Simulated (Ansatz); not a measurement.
Cell of (GaP)6/(InP)6 zinc blende (001) superlattice on InP +3.0%, with its geometry taken from a PBE run:

```xyz
24
Lattice="4.3412 0.0000 0.0000 0.0000 4.3412 0.0000 0.0000 0.0000 32.0604" Properties=species:S:1:pos:R:3 pbc="T T T"
Ga     0.0000     0.0000     0.0541
P      2.1706     0.0000     1.2853
Ga     2.1706     2.1706     2.5156
P      0.0000     2.1706     3.7483
Ga     0.0000     0.0000     4.9793
P      2.1706     0.0000     6.2107
Ga     2.1706     2.1706     7.4421
P      0.0000     2.1706     8.6731
Ga     0.0000     0.0000     9.9058
P      2.1706     0.0000    11.1360
Ga     2.1706     2.1706    12.3673
P      0.0000     2.1706    13.5895
In     0.0000     0.0000    15.0358
P      2.1706     0.0000    16.4768
In     2.1706     2.1706    17.9178
P      0.0000     2.1706    19.3586
In     0.0000     0.0000    20.7998
P      2.1706     0.0000    22.2409
In     2.1706     2.1706    23.6820
P      0.0000     2.1706    25.1231
In     0.0000     0.0000    26.5639
P      2.1706     0.0000    28.0050
In     2.1706     2.1706    29.4460
P      0.0000     2.1706    30.8923
```

All values below come from HSE06 with spin-orbit coupling (plane waves to 420 eV, PAW; Ansatz, a first-principles code).  Its k-point mesh 4×4×1, Fermi–Dirac width 0.01 eV. HSE06 ran on meshes of its own (4×4×1); its edges and gaps are taken over the mesh and over extra points off it, mostly where PBE has its edges.

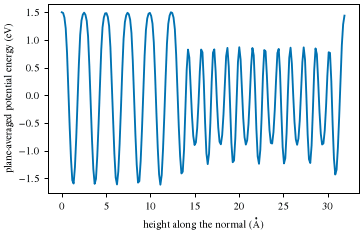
Smooth (PAW) electrostatic potential energy of an electron, averaged over planes, about its mean

The curve spans 3.1 eV over the stretch drawn.
